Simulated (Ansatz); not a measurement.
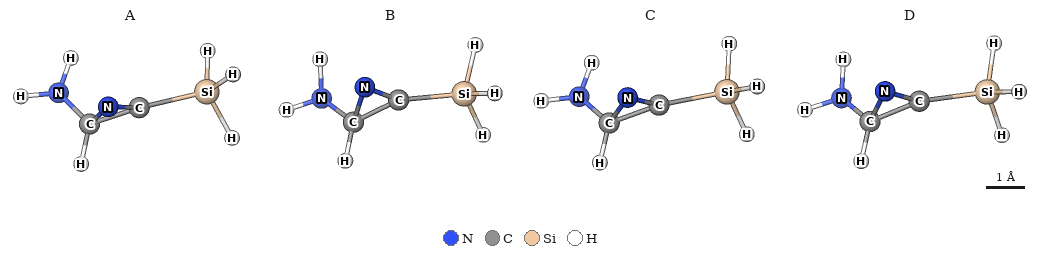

4 geometries from one relaxation of C2H6N2Si, in shuffled order. The picture is a ball-and-stick view, seen from a free direction.

The run prepares an end point of a later path (inversion) calculation, from a guessed geometry.

Level of theory: Ansatz 0.2.0, RKS PBE0-D4/6-31G. Settings: no spin polarisation; force threshold 0.015 eV/Å; at most 40 steps.

> Order the frames from highest to lowest energy.

B, D, C, A. They are steps 0, 2, 6, 14, at +28.9 kcal/mol, +2.22 kcal/mol, +0.37 kcal/mol relative to the last. The largest move after the best rigid fit is that of an N atom, 0.61 Å. By element the largest moves are N 0.61 Å, H 0.51 Å, C 0.20 Å, Si 0.09 Å. Some distances before and after: C–N 1.491 → 1.609 Å, C–N 1.177 → 1.288 Å, C–Si 1.789 → 1.886 Å, H–N 1.073 → 1.007 Å. Bond angles that change, for instance: C–N–H 105.9° → 118.9°, H–N–H 104.7° → 115.4°, N–C–N 111.2° → 121.1°. Groups turn about C–Si by about 40°. The energy falls by 28.9 kcal/mol in 13 accepted moves (14 points after the start). Largest force component: 9.3 eV/Å at the start, 0.013 eV/Å at the end. The line search rejected the trial step at point 7 of the run.
